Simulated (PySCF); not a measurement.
## Electronic structure of BH₁₁Si₄ (SMILES [SiH3]B[SiH]([SiH3])[SiH3]) in real space

```
atom    x (Å)    y (Å)    z (Å)
  Si  -1.0589   0.3941   0.5966
  Si  -1.3722  -1.8307  -0.1087
  Si   0.6368   0.2265   2.2220
   B  -0.3298   1.4228  -0.9421
  Si   1.3225   0.8179  -1.9236
   H  -2.3161   0.9084   1.2303
   H  -0.0684  -2.3701  -0.6031
   H  -1.8401  -2.6630   1.0423
   H  -2.3796  -1.9186  -1.2100
   H   0.1846  -0.6674   3.3323
   H   0.9788   1.5665   2.7903
   H   1.8599  -0.3583   1.5923
   H  -0.8741   2.4279  -1.3387
   H   2.0029  -0.3723  -1.3252
   H   0.9250   0.4649  -3.3274
   H   2.3176   1.9367  -2.0011
```

Geometry: PBE0-D3(BJ)/def2-SVP.

Theory: PySCF 2.14.0, PBE0/pcSseg-1, SCF density, gas phase, non-relativistic.

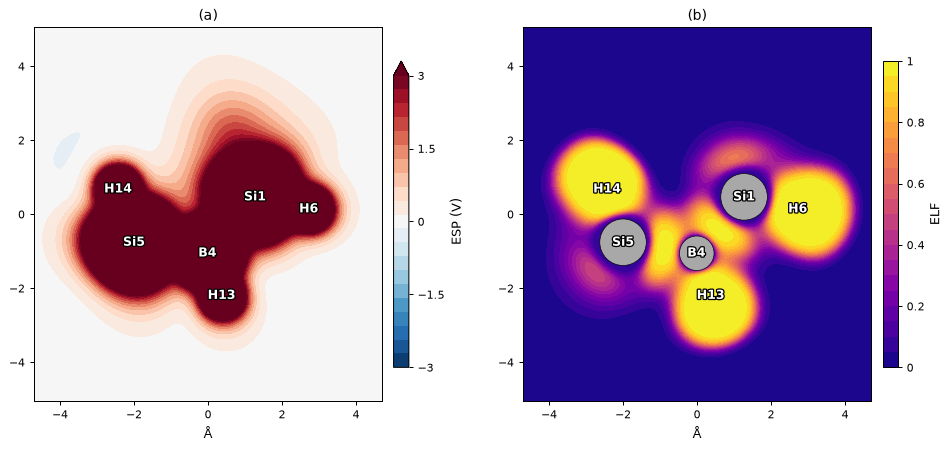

Figure 1. (a) molecular electrostatic potential; (b) electron localisation function on the plane of atoms Si5, B4 and H13. Grey discs cover the atomic cores in the ELF map.

What does the map show?

- The section cuts through Si, B and H sites.
- Si–B (1.99 Å): the ELF peaks at about 1 between the atoms; a shared electron pair.
- B–H (1.21 Å): the ELF climbs to about 1 towards the hydrogen, as it does in any bond to H (a covalent bond by its length).
- Si–H (1.50 Å): the ELF climbs to about 1 towards the hydrogen.
- The potential has no marked negative region in this plane.

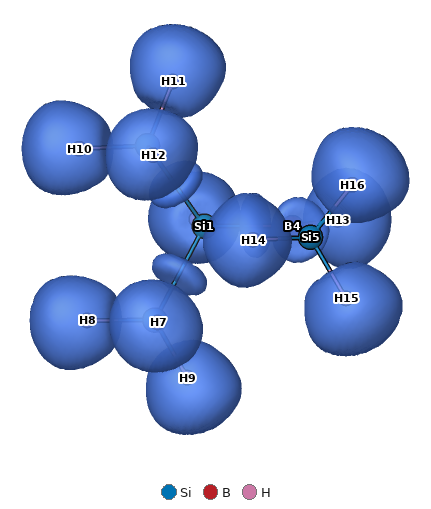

Figure 2. Isosurface of the electron localisation function at 0.9 (blue), seen at a tilt. Only the valence region is drawn (cores and ρ < 0.01 e/Å³ removed).

Where are the electrons localised?

At this value the surface marks out two regions between bonded B–Si atoms (shared pairs), two regions between bonded Si–Si atoms (shared pairs) and eleven regions around hydrogen nuclei.


 Si–Si (2.35 Å): the ELF peaks at about 1 between the atoms (a covalent bond).
